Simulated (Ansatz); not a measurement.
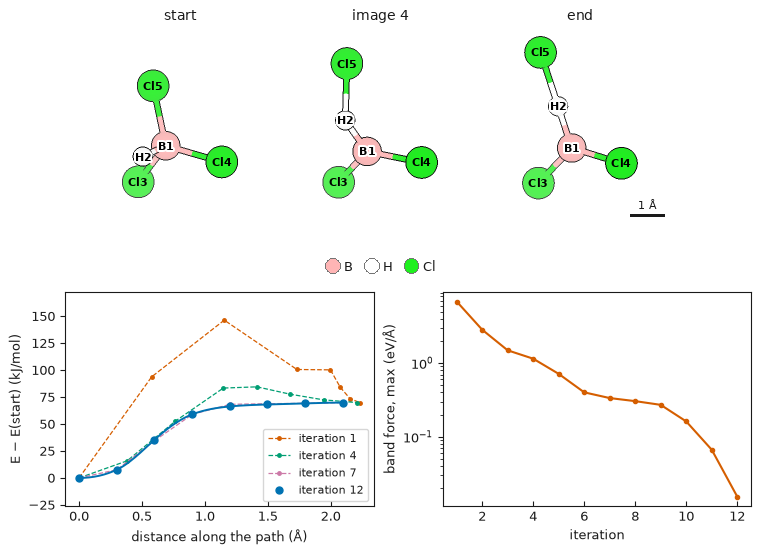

A search for the minimum-energy path of BHCl3 (multiplicity 2) by the nudged elastic band. Images are numbered from 0 (start) to 7 (end). The plot follows the band through its iterations. The picture is a ball-and-stick view, seen at a tilt.

All numbers below come from UKS revPBE/def2-SVP in Ansatz. Settings: 6 movable images; no climbing image; force threshold 0.03 eV/Å; iteration limit 60; starting path through a guess of the saddle point.

Q: Judge this run.

A: The run is converged, with reservations. The band converged in 12 iterations. The largest component of the band force went from 6.8 to 0.016 eV/Å. The first iteration put the highest image at 146.3 kJ/mol. No barrier shows: the energy is highest at the end, and the end lies 69.9 kJ/mol above the start.

Cost: 87 s on 2 threads of Intel(R) Xeon(R) Platinum 8488C (Sapphire Rapids), with other jobs on the host, peak memory 0.17 GiB.
